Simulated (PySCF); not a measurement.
```xyz
16

C    -1.7357   -0.9741   -1.4415
C    -0.8308   -0.5065   -0.5617
C    -0.8737   -0.9277    0.8794
C     0.1990    0.4212   -1.0380
C     1.1983    1.0325   -0.3782
C     1.5905    0.9838    1.0657
F     2.8161    1.5831    1.2213
H    -2.5259   -1.6635   -1.1334
H    -1.7098   -0.6793   -2.4940
H    -0.9251   -0.0600    1.5550
H    -1.7503   -1.5590    1.0773
H     0.0229   -1.5057    1.1537
H     0.1255    0.6511   -2.1061
H     1.8406    1.7098   -0.9521
H     1.6620   -0.0464    1.4503
H     0.8640    1.5279    1.6975
```

Geometry: PBE0-D3(BJ)/def2-SVP.

These are results of PySCF, PBE0/pcSseg-1, SCF density, gas phase, non-relativistic, not measurements.

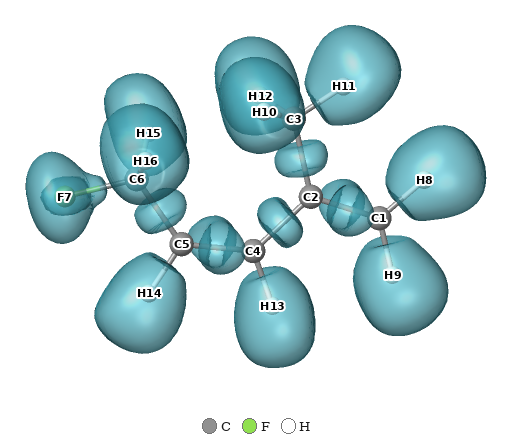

C6H9F. Isosurface of the electron localisation function at 0.75 (cyan), seen at a tilt. Core shells and regions of very low density are left out.

Question: Where are the electrons localised?

Answer: The ELF exceeds this value in five regions between bonded C–C atoms (shared pairs), nine regions around hydrogen nuclei and one region on F in which the atom's valence shell and bonds are merged. Along the contacts the grid gives the following. C–C (1.34 Å): the ELF peaks at about 0.90 between the atoms (a multiple bond). C–F (1.37 Å): the ELF peaks at about 0.85 between the atoms: a polar covalent bond.
